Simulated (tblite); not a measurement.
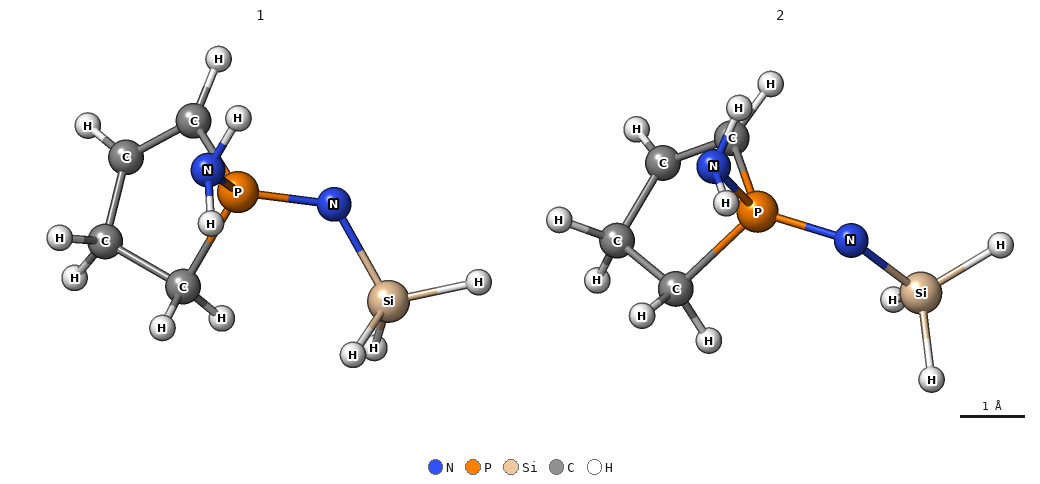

Two geometries of C₄H₁₁N₂PSi, drawn at one scale. One is the start of a relaxation, the other its converged end. A ball-and-stick model, seen from a free direction.

All numbers below come from GFN2-xTB geometry optimisation, gas phase in tblite 0.8.0. 

> Which geometry has the lower energy?

Structure 2 is the relaxed one. An H atom moves most after the best rigid fit: 1.26 Å. Largest moves by element: H 1.26 Å, N 0.95 Å, C 0.55 Å, P 0.38 Å, Si 0.30 Å. Near-neighbour distances that change, for instance: C–H 1.143 → 1.094 Å, H–N 1.057 → 1.016 Å, C–C 1.464 → 1.500 Å, N–Si 1.749 → 1.719 Å. Among the angles between lasting bonds that change: N–P–C 107.1° → 121.1°, N–P–C 109.8° → 121.7°, N–P–C 114.3° → 103.7°. Groups turn about N–P by about 80°, N–Si by about 70°, N–P by about 25°. The energy falls by 90.8 kJ/mol in 146 geometry steps. The run took 1.3 s on 1 thread of Arm Neoverse V1 (shared host).
